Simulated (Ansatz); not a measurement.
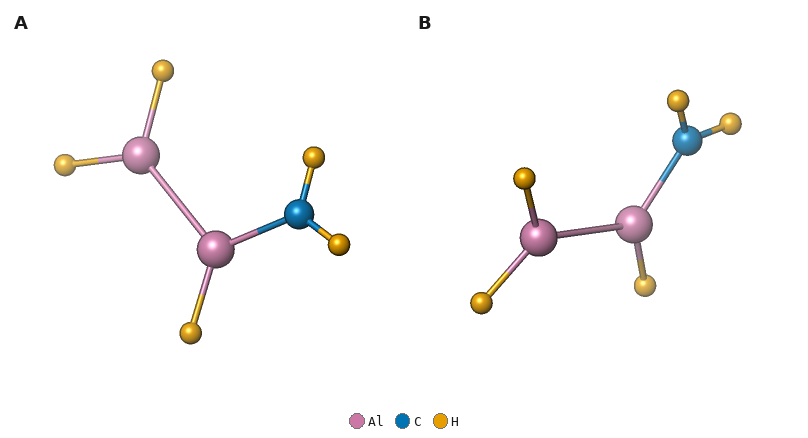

Atoms fade into the background with distance from the viewer. Charge −1, singlet. Computed geometry: PBE0-D4/def2-TZVPD optimisation. No frequency run is at hand to confirm it as a minimum.

How are A and B related: the same structure turned, mirror images, conformers, diastereomers or constitutional isomers?

Answer. They are the same structure, CH5Al2 (charge −1), seen from two directions. With point group Cs it is achiral, so its mirror image would be the same too.
